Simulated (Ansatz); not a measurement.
## SnO2 (rutile), frozen-phonon scan

SnO$_{2}$ (rutile)

```yaml
crystal:
  lattice:
    - [9.65509, 0.00000, 0.00000]
    - [0.00000, 4.82754, 0.00000]
    - [0.00000, 0.00000, 3.23815]
  atoms:
    - { symbol: Sn, position: [0.00000, 0.00000, 0.00000] }
    - { symbol: Sn, position: [0.50000, 0.00000, 0.00000] }
    - { symbol: Sn, position: [0.25000, 0.50000, 0.50000] }
    - { symbol: Sn, position: [0.75000, 0.50000, 0.50000] }
    - { symbol: O, position: [0.15329, 0.30658, 0.00000] }
    - { symbol: O, position: [0.65329, 0.30658, 0.00000] }
    - { symbol: O, position: [0.40329, 0.19342, 0.50000] }
    - { symbol: O, position: [0.90329, 0.19342, 0.50000] }
    - { symbol: O, position: [0.09671, 0.80658, 0.50000] }
    - { symbol: O, position: [0.59671, 0.80658, 0.50000] }
    - { symbol: O, position: [0.34671, 0.69342, 0.00000] }
    - { symbol: O, position: [0.84671, 0.69342, 0.00000] }
```

A phonon eigenvector at X = (0.5, 0.0, 0.0) is frozen into this cell: atom i moves by Q times the vector below, so Q is the largest atomic displacement, in Å. The cell is held. It is one choice among 2 degenerate patterns. (q is in reciprocal vectors of the primitive cell; the cell shown is doubled to hold the pattern.)

| atom | x | y | z |
|---|---|---|---|
| Sn1 | 0.035 | -0.004 | 0.000 |
| Sn2 | -0.035 | 0.004 | 0.000 |
| Sn3 | 0.992 | 0.127 | 0.000 |
| Sn4 | -0.992 | -0.127 | 0.000 |
| O5 | 0.717 | -0.025 | 0.000 |
| O6 | -0.717 | 0.025 | 0.000 |
| O7 | 0.418 | 0.129 | 0.000 |
| O8 | -0.418 | -0.129 | 0.000 |
| O9 | 0.467 | 0.130 | 0.000 |
| O10 | -0.467 | -0.130 | 0.000 |
| O11 | 0.686 | -0.016 | 0.000 |
| O12 | -0.686 | 0.016 | 0.000 |

Level of theory: PBE (plane waves to 420 eV, PAW, scalar-relativistic; Ansatz, an electronic-structure program). k mesh 4×7×10 (Γ-centred), Fermi-Dirac smearing 0.05 eV. E stands for the smeared free energy. SnO2 was relaxed with its symmetry unable to fall. ΔE is measured from the undisplaced structure.

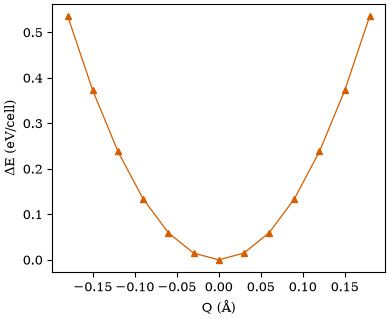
*ΔE (eV/cell) against Q (Å); markers are the computed points, lines only join them.*

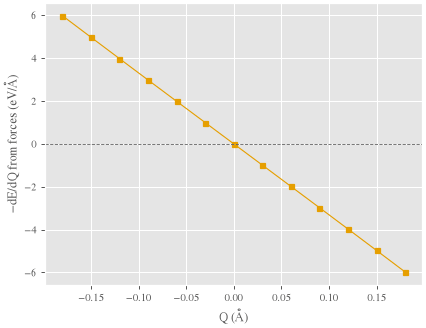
Figure: −dE/dQ from forces (eV/Å) against Q (Å); one marker a computed point.

Wavenumber by perturbation theory (DFPT, on another k mesh): 178 cm⁻¹. Space group of the distorted cell: Pm (No. 6), lowered from P4_2/mnm. Harmonic wavenumber from the curvature (finite differences): 178 cm⁻¹. Symmetry of the curve: even: the same for both signs. Shape of the curve: a single well with its minimum at or next to zero displacement.

E″ = 33.04 eV/Å², M = Σ mᵢ|uᵢ|² = 282.9 u, ν̃ = 521.5·√(|E″|/M).

(A displaced cell: forces are minus the slopes of the energy, force constants its curvatures, and phonons follow from these.)
